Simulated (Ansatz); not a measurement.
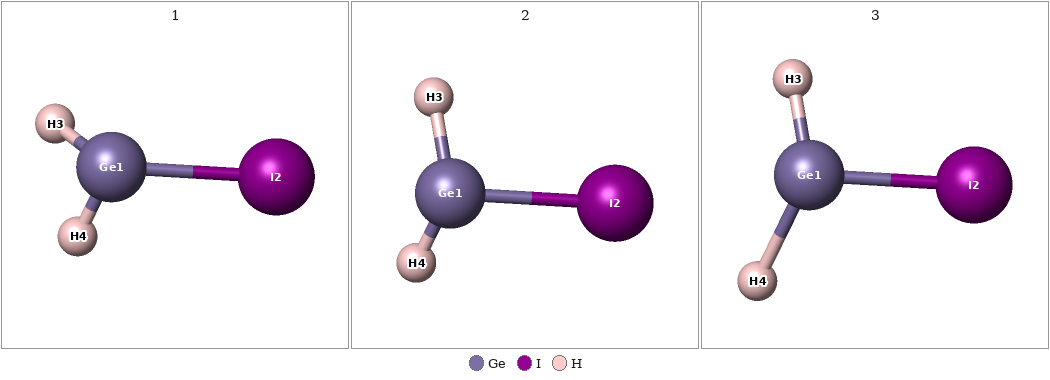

GeH2I, SMILES [GeH2][I], spin multiplicity 2. 
- Two internal coordinates are moved rigidly from the geometry relaxed at PBE0-D4/def2-TZVP, all others fixed.
- First axis: bond Ge1–H4. Second axis: angle H3–Ge1–H4.
- The grid has 5 × 5 points.
- Energies are in eV, from the lowest grid point.
- Level of theory: UKS PBE0-D4/def2-TZVPP (Ansatz 0.2.0).

The numbered pictures are structures from this grid.

Q: Rank them by energy, lowest first.

A: 3, at bond Ge1–H4 = 1.938 Å, angle H3–Ge1–H4 = 126°: 0.73 eV; 2, at bond Ge1–H4 = 1.268 Å, angle H3–Ge1–H4 = 126°: 0.92 eV; 1, at bond Ge1–H4 = 1.268 Å, angle H3–Ge1–H4 = 81°: 1.45 eV.

The map, with the structures marked:

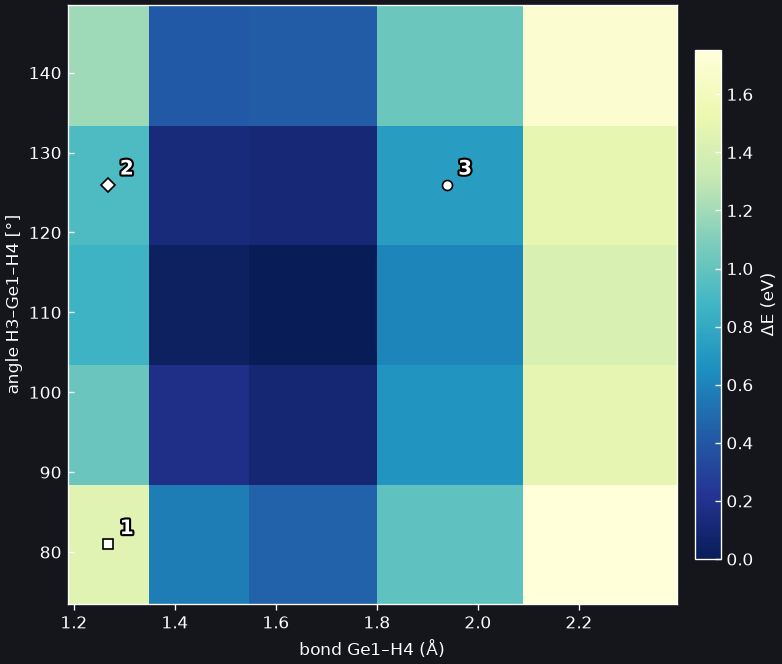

The picture shows one coloured cell a grid point.
